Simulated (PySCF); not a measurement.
# DyCl3(NH3): forces at shaken geometries

Aim: move all atoms of relaxed DyCl3(NH3) at random and read energies and forces. It is a constructed species; whether it can be made isn't addressed.

Computed with PySCF 2.14.0. Level: PBE, Dy lcecp-1-SVP with ECP55, Cl def2-SVP, N def2-SVP, H def2-SVP; scalar-relativistic core potentials, no spin–orbit coupling.

5 further runs of the same task are left out: 2 for a known fault of the program, 3 that didn't finish.

## Step 1: The starting structure

8 atoms, charge 0, spin multiplicity 1.

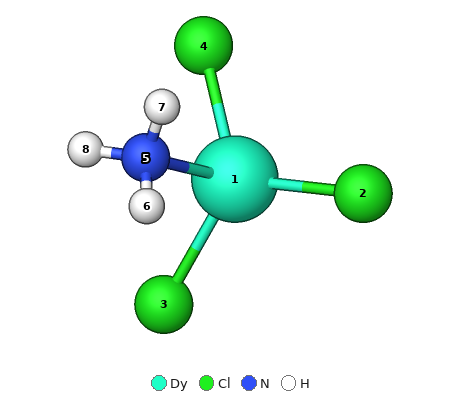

The structure; dysprosium teal, chlorine green, nitrogen blue, hydrogen white; atoms are numbered from 1 in the order of the file.

Geometry (Å):

```
Dy    0.0276   -0.0276    0.0276
Cl    1.1806    1.8655    1.1806
Cl   -1.8655   -1.1806    1.1806
Cl    1.1806   -1.1806   -1.8655
N    -1.3954    1.3954   -1.3954
H    -2.0115    2.0115   -0.8435
H    -0.8435    2.0115   -2.0115
H    -2.0115    0.8435   -2.0115
```

Formal oxidation states: Dy +3. Each metal's 9 4f electrons lie in its core potential, so multiplicities, spins and levels count the valence alone. An earlier session relaxed this geometry at PBE, Dy lcecp-1-SVP with ECP55, Cl def2-SVP, N def2-SVP, H def2-SVP (singlet, point group C3v).

Its energy there is -1473.449658 Eh.

## Step 2: Atoms moved at random, σ = 0.06 Å

run.py (the lines that set the calculation) reads:

```python
mol = gto.M(atom='''
Dy     0.09128    -0.00778     0.05112
Cl     1.15353     1.78485     1.14806
Cl    -1.88823    -1.19050     1.19043
Cl     1.20602    -1.16137    -1.92494
N     -1.43169     1.33609    -1.35372
H     -2.09180     2.11664    -0.77845
H     -0.77557     2.01146    -1.97747
H     -2.00215     0.84922    -2.09363''',
    basis={'Dy': 'lcecp-1-SVP', 'Cl': 'def2-SVP', 'N': 'def2-SVP', 'H': 'def2-SVP'},
    ecp={'Dy': 'lcecp-1-SVP'},
    charge=0, spin=0)
mf = dft.RKS(mol, xc='PBE')
mf.grids.atom_grid = (50, 194)  # f atoms: unpruned, at least (60, 302)
mf = mf.density_fit()  # fitting sets: Dy AutoAux, Cl def2-universal-JKFIT, N def2-universal-JKFIT, H def2-universal-JKFIT
mf.conv_tol = 1e-08; mf.max_cycle = 55
mf.kernel(dm0)  # dm0: the density of the relaxed state
```

The run is started by

```sh
$ OMP_NUM_THREADS=2 python run.py
```

Output:

```text
init E= -1473.32956481712
  HOMO = -0.279003431573889  LUMO = -0.123738156732696  gap/eV = 4.22498
cycle= 1 E= -1473.4117606609  delta_E= -0.0822  |g|= 0.205  |ddm|= 0.408
  HOMO = -0.235602435241758  LUMO = -0.0645219717793904  gap/eV = 4.65534
cycle= 2 E= -1473.3820929506  delta_E= 0.0297  |g|= 0.41  |ddm|= 0.612
  HOMO = -0.24572017316038  LUMO = -0.0760467231043836  gap/eV = 4.61705
cycle= 3 E= -1473.42375710693  delta_E= -0.0417  |g|= 0.0333  |ddm|= 0.367
  HOMO = -0.248720850374034  LUMO = -0.0768835511607662  gap/eV = 4.67593
cycle= 4 E= -1473.42404632257  delta_E= -0.000289  |g|= 0.0149  |ddm|= 0.0563
  HOMO = -0.247793930100329  LUMO = -0.0775051139162755  gap/eV = 4.63379
cycle= 5 E= -1473.42410532243  delta_E= -5.9e-05  |g|= 0.00218  |ddm|= 0.0194
  HOMO = -0.247974293701322  LUMO = -0.0775917976404195  gap/eV = 4.63634
cycle= 6 E= -1473.42410688378  delta_E= -1.56e-06  |g|= 0.000576  |ddm|= 0.00354
  HOMO = -0.247990334717028  LUMO = -0.0775747553724325  gap/eV = 4.63724
cycle= 7 E= -1473.42410696233  delta_E= -7.86e-08  |g|= 0.00028  |ddm|= 0.000982
  HOMO = -0.247971987605863  LUMO = -0.0775829595097291  gap/eV = 4.63652
cycle= 8 E= -1473.42410698732  delta_E= -2.5e-08  |g|= 7.3e-05  |ddm|= 0.000456
  HOMO = -0.247973429490883  LUMO = -0.0775805737799022  gap/eV = 4.63663
cycle= 9 E= -1473.424106989  delta_E= -1.68e-09  |g|= 1.01e-05  |ddm|= 0.0001
  HOMO = -0.247971436317025  LUMO = -0.0775807599514465  gap/eV = 4.63657
Extra cycle  E= -1473.42410698897  delta_E= 3.5e-11  |g|= 1.4e-05  |ddm|= 3.11e-05
converged SCF energy = -1473.42410698897
```

Wall time 19 s (2 threads of Intel Xeon at 2.50GHz (Skylake/Cascade Lake), shared host).

Result: E = -1473.424107 Eh (+0.695 eV from the relaxed state), HOMO -6.75 eV, LUMO -2.11 eV, Mulliken charge on Dy1 +0.61 e, largest force component 3.965 eV/Å. 

```
atom      Fx      Fy  Fz (eV/Å)
 Dy1  -1.580  -2.154     -1.062
 Cl2   0.944   1.567      0.941
 Cl3   0.556   0.305     -0.215
 Cl4  -0.122   0.239      0.326
  N5  -0.133   3.965     -0.431
  H6   1.832  -2.699     -1.957
  H7  -1.596  -1.617      1.553
  H8   0.098   0.394      0.845
```

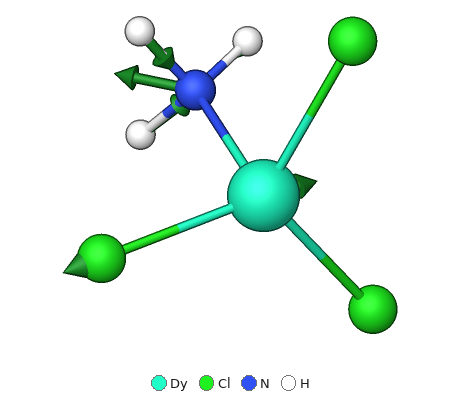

Forces as arrows, the longest for the largest force.

## Step 3: Atoms moved at random, σ = 0.1 Å

run.py (the lines that set the calculation) reads:

```python
mol = gto.M(atom='''
Dy    -0.07972     0.05099    -0.06795
Cl     1.25271     1.85793     1.32279
Cl    -1.84162    -1.38205     1.13943
Cl     1.26842    -1.11680    -1.79275
N     -1.64704     1.29433    -1.46663
H     -1.99244     2.11899    -0.87365
H     -0.92657     2.11843    -2.09518
H     -1.77236     0.79679    -1.90468''',
    basis={'Dy': 'lcecp-1-SVP', 'Cl': 'def2-SVP', 'N': 'def2-SVP', 'H': 'def2-SVP'},
    ecp={'Dy': 'lcecp-1-SVP'},
    charge=0, spin=0)
mf = dft.RKS(mol, xc='PBE')
mf.grids.atom_grid = (50, 194)  # f atoms: unpruned, at least (60, 302)
mf = mf.density_fit()  # fitting sets: Dy AutoAux, Cl def2-universal-JKFIT, N def2-universal-JKFIT, H def2-universal-JKFIT
mf.conv_tol = 1e-08; mf.max_cycle = 55
mf.kernel(dm0)  # dm0: the density of the relaxed state
```

The run is started by

```sh
$ OMP_NUM_THREADS=2 python run.py
```

Output:

```text
init E= -1473.07228622491
  HOMO = -0.306159566835656  LUMO = -0.201970889227507  gap/eV = 2.83512
cycle= 1 E= -1473.11026467812  delta_E= -0.038  |g|= 0.413  |ddm|= 1.01
  HOMO = -0.236328244725979  LUMO = -0.0537245540279389  gap/eV = 4.96890
cycle= 2 E= -1473.00562535351  delta_E= 0.105  |g|= 0.769  |ddm|= 1.07
  HOMO = -0.244199274418964  LUMO = -0.0935293394945127  gap/eV = 4.09994
cycle= 3 E= -1473.14905216749  delta_E= -0.143  |g|= 0.0851  |ddm|= 0.73
  HOMO = -0.251300352701931  LUMO = -0.099121240864303  gap/eV = 4.14100
cycle= 4 E= -1473.15093908043  delta_E= -0.00189  |g|= 0.0197  |ddm|= 0.0974
  HOMO = -0.249753941908965  LUMO = -0.0990481022937217  gap/eV = 4.10091
cycle= 5 E= -1473.15102287425  delta_E= -8.38e-05  |g|= 0.0103  |ddm|= 0.0387
  HOMO = -0.250330669441968  LUMO = -0.0989195572661679  gap/eV = 4.12011
cycle= 6 E= -1473.15105591713  delta_E= -3.3e-05  |g|= 0.00255  |ddm|= 0.0164
  HOMO = -0.25044535562129  LUMO = -0.0988557950070685  gap/eV = 4.12496
cycle= 7 E= -1473.15105784098  delta_E= -1.92e-06  |g|= 0.000921  |ddm|= 0.00428
  HOMO = -0.250347662651408  LUMO = -0.098889565010694  gap/eV = 4.12138
cycle= 8 E= -1473.15105812151  delta_E= -2.81e-07  |g|= 0.000202  |ddm|= 0.00145
  HOMO = -0.250354788851931  LUMO = -0.098895735908858  gap/eV = 4.12141
cycle= 9 E= -1473.15105813292  delta_E= -1.14e-08  |g|= 3.12e-05  |ddm|= 0.000253
  HOMO = -0.250353744684241  LUMO = -0.0988967372898593  gap/eV = 4.12136
cycle= 10 E= -1473.15105813317  delta_E= -2.5e-10  |g|= 1.21e-05  |ddm|= 5.02e-05
  HOMO = -0.250355823442488  LUMO = -0.0988964577880544  gap/eV = 4.12142
Extra cycle  E= -1473.15105813307  delta_E= 9.82e-11  |g|= 2.06e-05  |ddm|= 4.61e-05
converged SCF energy = -1473.15105813307
```

Wall time 20 s (2 threads of Intel Xeon at 2.50GHz (Skylake/Cascade Lake), shared host).

Read off: E = -1473.151058 Eh (+8.125 eV from the relaxed state), HOMO -6.81 eV, LUMO -2.69 eV, Mulliken charge on Dy1 +0.62 e, largest force component 45.007 eV/Å. 

```
atom       Fx       Fy  Fz (eV/Å)
 Dy1    0.481    0.049      1.491
 Cl2   -0.735   -0.764     -0.733
 Cl3    0.529    0.494     -0.426
 Cl4   -0.076    0.036     -0.082
  N5   15.639   45.007     33.840
  H6   -1.231   -2.550     -1.158
  H7   -2.165   -3.435      1.785
  H8  -12.442  -38.838    -34.716
```

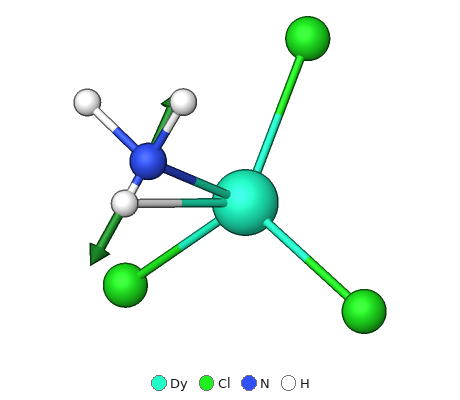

Forces as arrows, the longest for the largest force.

## Step 4: Atoms moved at random, σ = 0.15 Å

run.py (the lines that set the calculation) reads:

```python
mol = gto.M(atom='''
Dy    -0.04104     0.22371     0.28966
Cl     1.35120     2.04270     1.15722
Cl    -1.69203    -1.48520     1.08481
Cl     1.08988    -1.16607    -1.97683
N     -1.51319     1.25550    -1.24564
H     -1.77227     1.93264    -0.84395
H     -1.05079     2.07710    -2.12742
H     -2.11037     0.85821    -2.07647''',
    basis={'Dy': 'lcecp-1-SVP', 'Cl': 'def2-SVP', 'N': 'def2-SVP', 'H': 'def2-SVP'},
    ecp={'Dy': 'lcecp-1-SVP'},
    charge=0, spin=0)
mf = dft.RKS(mol, xc='PBE')
mf.grids.atom_grid = (50, 194)  # f atoms: unpruned, at least (60, 302)
mf = mf.density_fit()  # fitting sets: Dy AutoAux, Cl def2-universal-JKFIT, N def2-universal-JKFIT, H def2-universal-JKFIT
mf.conv_tol = 1e-08; mf.max_cycle = 55
mf.kernel(dm0)  # dm0: the density of the relaxed state
```

The run is started by

```sh
$ OMP_NUM_THREADS=2 python run.py
```

Output:

```text
init E= -1473.12605027013
  HOMO = -0.338110098870185  LUMO = -0.225315326453639  gap/eV = 3.06930
cycle= 1 E= -1473.2788361759  delta_E= -0.153  |g|= 0.35  |ddm|= 1.07
  HOMO = -0.162416920718873  LUMO = -0.0833861611599964  gap/eV = 2.15054
cycle= 2 E= -1473.21199861615  delta_E= 0.0668  |g|= 0.623  |ddm|= 1.02
  HOMO = -0.210411942855671  LUMO = -0.109673113858481  gap/eV = 2.74124
cycle= 3 E= -1473.31122200784  delta_E= -0.0992  |g|= 0.09  |ddm|= 0.653
  HOMO = -0.215671271566636  LUMO = -0.114053414479791  gap/eV = 2.76516
cycle= 4 E= -1473.31326817975  delta_E= -0.00205  |g|= 0.0241  |ddm|= 0.104
  HOMO = -0.214344580082085  LUMO = -0.11442950054257  gap/eV = 2.71883
cycle= 5 E= -1473.31340582547  delta_E= -0.000138  |g|= 0.00876  |ddm|= 0.0389
  HOMO = -0.214630691639425  LUMO = -0.114753662367345  gap/eV = 2.71779
cycle= 6 E= -1473.31342914322  delta_E= -2.33e-05  |g|= 0.00268  |ddm|= 0.0141
  HOMO = -0.214932655056091  LUMO = -0.114640198595279  gap/eV = 2.72910
cycle= 7 E= -1473.31343149998  delta_E= -2.36e-06  |g|= 0.000821  |ddm|= 0.00476
  HOMO = -0.214833140240506  LUMO = -0.114650174062067  gap/eV = 2.72612
cycle= 8 E= -1473.31343172498  delta_E= -2.25e-07  |g|= 0.000173  |ddm|= 0.00129
  HOMO = -0.214841318125076  LUMO = -0.114647695484074  gap/eV = 2.72641
cycle= 9 E= -1473.31343173308  delta_E= -8.09e-09  |g|= 8.01e-05  |ddm|= 0.00033
  HOMO = -0.214824979750948  LUMO = -0.114649961734077  gap/eV = 2.72590
Extra cycle  E= -1473.3134317284  delta_E= 4.67e-09  |g|= 0.000143  |ddm|= 0.000312
converged SCF energy = -1473.3134317284
```

It took 18 s on 2 threads of Intel Xeon at 2.50GHz (Skylake/Cascade Lake), shared host.

It gives: E = -1473.313432 Eh (+3.707 eV from the relaxed state), HOMO -5.85 eV, LUMO -3.12 eV, Mulliken charge on Dy1 +0.66 e, largest force component 13.927 eV/Å. 

```
atom      Fx      Fy  Fz (eV/Å)
 Dy1   0.998  -2.572     -2.330
 Cl2   0.178   0.541      0.386
 Cl3   0.019   0.294      0.289
 Cl4  -0.722   1.101      1.694
  N5   6.698  -9.795    -13.927
  H6  -7.225  13.046      8.368
  H7  -0.296  -3.033      2.870
  H8   0.350   0.418      2.650
```

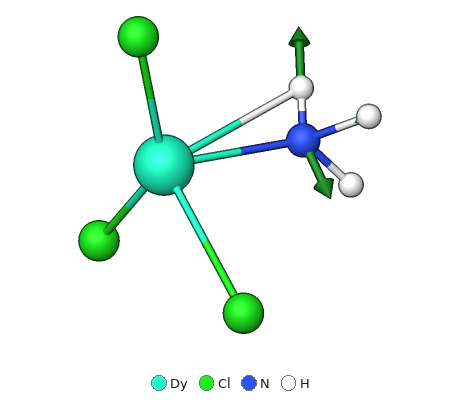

Forces as arrows, the longest for the largest force.

## Step 5: The displacements side by side

| σ (Å) | energy rise (eV) | harmonic estimate −½ F·u (eV) | largest force component (eV/Å) |
| --- | --- | --- | --- |
| 0.06 | 0.695 | 0.657 | 3.97 |
| 0.1 | 8.125 | 8.394 | 45.01 |
| 0.15 | 3.707 | 3.183 | 13.93 |

Every displacement raises the energy. For a harmonic well the rise equals −½ F·u; the two differ by at most 14 % here (a move with σ = 0.15 Å), from anharmonicity, the grid and the small forces left at the relaxed point. The bases are small and lack diffuse functions. Spin–orbit coupling is left out.
